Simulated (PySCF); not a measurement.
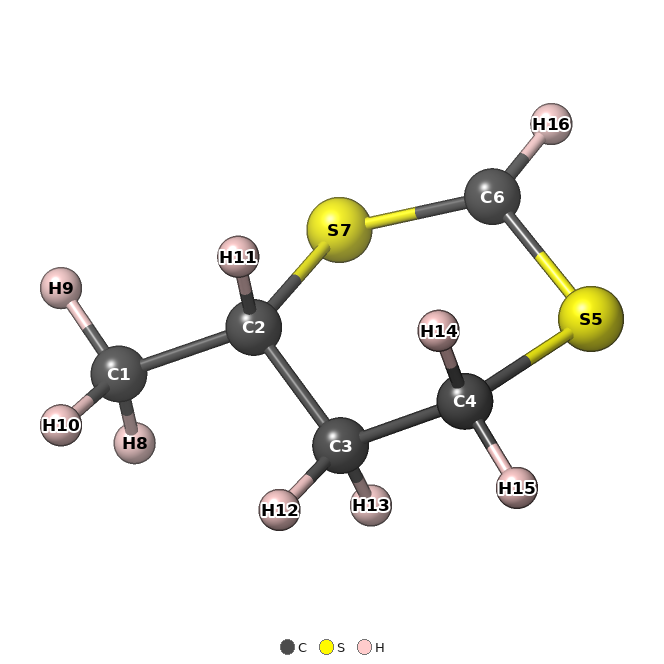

Charge 0, doublet. The computed structure is the end point of a GFN2-xTB optimisation. No frequency run is at hand to confirm it as a minimum. Method: UKS B3LYP, pcH-1 on C H S, non-relativistic (PySCF 2.14.0). Fermi-contact and spin-dipolar terms alone, no spin-orbit part.

Question. Which nucleus has the largest dipolar (anisotropic) hyperfine coupling?

Answer. 13C at C6: principal values −60.8, −58.6, 119.4 MHz.

List the isotropic and dipolar parts for the most strongly coupled nuclei, one of each equivalent set.

| atom | isotope | a_iso (MHz) | dipolar part (MHz) |
| --- | --- | --- | --- |
| C6 | 13C | 187.9 | −60.8, −58.6, 119.4 |
| S5 | 33S | 1.4 | −19.7, −16.1, 35.8 |
| S7 | 33S | 1.2 | −19.5, −15.9, 35.4 |
| H16 | 1H | −44.4 | −27.2, −4.1, 31.3 |
| H11 | 1H | 4.9 | −3.0, −1.7, 4.6 |
| H14 | 1H | 8.4 | −2.7, −1.7, 4.4 |
| H15 | 1H | −2.4 | −2.4, −1.6, 4.0 |
| C2 | 13C | 17.0 | −2.4, −1.5, 4.0 |
